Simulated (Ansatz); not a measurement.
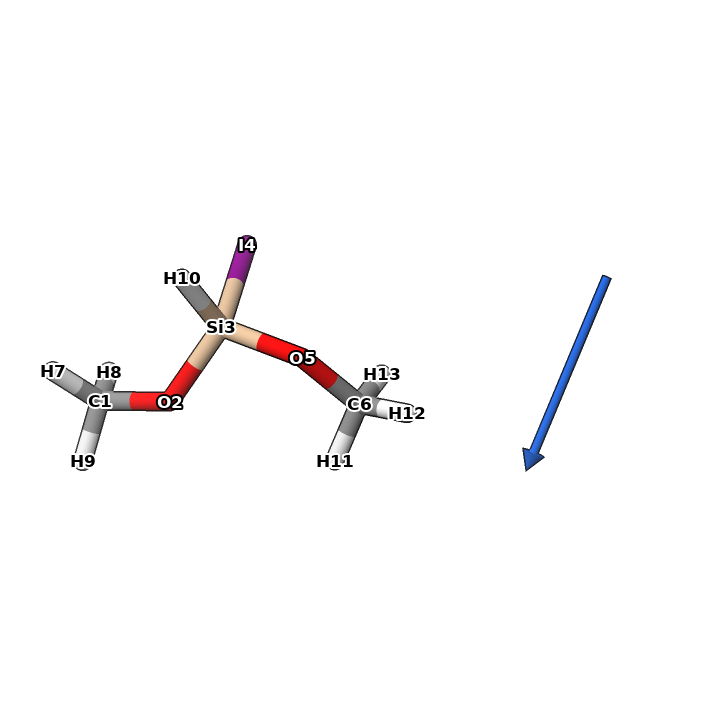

The arrow beside the molecule shows the direction of the dipole moment, from the negative to the positive end (its length means nothing). Computed geometry: PBE0-D4/def2-TZVP optimisation. No frequency run is at hand to confirm it as a minimum. Properties computed with RKS r2SCAN-D4/def2-TZVPP, core potentials on I (Ansatz 0.2.0).

Estimate the dipole moment.

Answer. 1.54 D; it points from the side of I4 to the side of H9 (the outermost atoms at the two ends).
